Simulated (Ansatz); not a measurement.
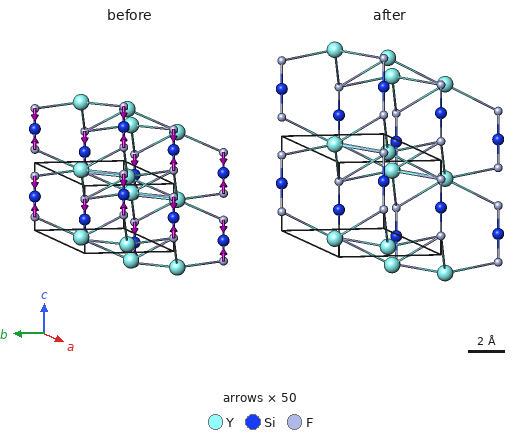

The structure of crystalline Y2SiF2 (a generated structure, set up in P6/mmm) (coarse preliminary run) before (left) and after (right) a relaxation, at one scale. The purple arrows give the displacements (the part carried along by the change of the cell is left out), 50 times their true length.

A ball-and-stick model of the cell of the calculation, repeated 2 × 1 × 2 with one cell outlined, seen from a free direction.

Computed with Ansatz, DFT PBE, scalar-relativistic, plane waves, PAW.

Input file:
```yaml
crystal:
  lattice:
    - [5.02767554, 0.0, 0.0]
    - [-2.51383777, 4.35409474, 0.0]
    - [0.0, 0.0, 4.0145546]
  atoms:
    - { symbol: "Y", position: [0.66666667, 0.33333333, 0.0] }
    - { symbol: "Y", position: [0.33333333, 0.66666667, 0.0] }
    - { symbol: Si, position: [0.0, 0.0, 0.5] }
    - { symbol: F, position: [0.0, 0.0, 0.19758175] }
    - { symbol: F, position: [0.0, 0.0, 0.80241825] }
basis:
  ecutwfc: 420
kpoints:
  mp_grid: { grid: [6, 6, 4] }
hamiltonian:
  xc: pbe
scf:
  occupations: { method: gaussian, width: 0.1 }
  lower_state_search: "off"
output:
  forces: true
  stress: true
  eigenvalues: true
relax:
  adjacent_minimum: "off"
  f_tol: 0.04
  max_steps: 70
  cell: { stress_tol: 0.4 }
```

Launched with:
```bash
ansatz run input.yaml --threads 1 --pin off --max-ram 2560MiB --backend cpu --events-out ev --progress --plain --runs-dir out
```

Summarise the run.

Answer. The largest moves relative to the cell, 0.016 Å, are those of F4 and F5. F5 goes along −c. Si and Y stay in place. The drawn cell changes as follows: a = b 5.028 → 5.768 Å (+14.7 %), c 4.015 → 5.608 Å (+39.7 %); the volume changes by +83.9 %. Near-neighbour distances that change, for instance: F4–F5 1.586 → 2.248 Å, Y1–F4 3.009 → 3.515 Å, Si3–F4 1.214 → 1.680 Å, Y1–Y2 2.903 → 3.330 Å. The space group stays P6/mmm (No. 191). The energy falls by 2979 meV per atom in 14 accepted moves (17 points after the start). The largest force component goes from 27 to 0.0048 eV/Å. Pressure: 85.73 GPa at the start and 0.01 GPa at the end. At 3 points the geometry stayed and the basis and grid were re-selected for the new cell (energy shift of 173 meV per atom at most each time).

Limits of the set-up: the k-point mesh is coarse for a cell with partly filled bands.
